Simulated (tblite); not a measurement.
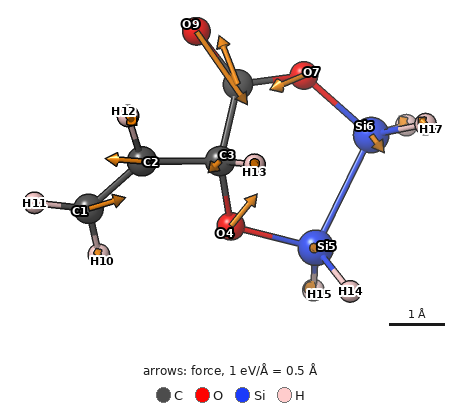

Starting geometry of C₄H₈O₃Si₂ with the computed forces as orange arrows. Style: ball-and-stick. Shown at a tilt.

Theory: GFN2-xTB geometry optimisation, gas phase in tblite. 

### What follows when this structure is relaxed?

It isn't relaxed: the largest force vector, on an O atom, is 3.32 eV/Å. The final displacements follow the starting forces only in part (cosine between the two patterns 0.32). The largest move after the best rigid fit is that of an H atom, 0.40 Å. By element the largest moves are H 0.40 Å, O 0.16 Å, C 0.11 Å, Si 0.10 Å. Near-neighbour distances that change, for instance: C–O 1.370 → 1.319 Å, C–O 1.445 → 1.397 Å, C–O 1.236 → 1.198 Å, H–Si 1.493 → 1.457 Å. Among the angles between lasting bonds that change: O–Si–H 110.6° → 99.6°, O–Si–H 109.0° → 98.7°, Si–Si–H 113.2° → 122.9°. After 53 geometry steps the energy has fallen by 12.2 kcal/mol. Cost: 0.83 s on 1 thread of Arm Neoverse N1, on a shared host.
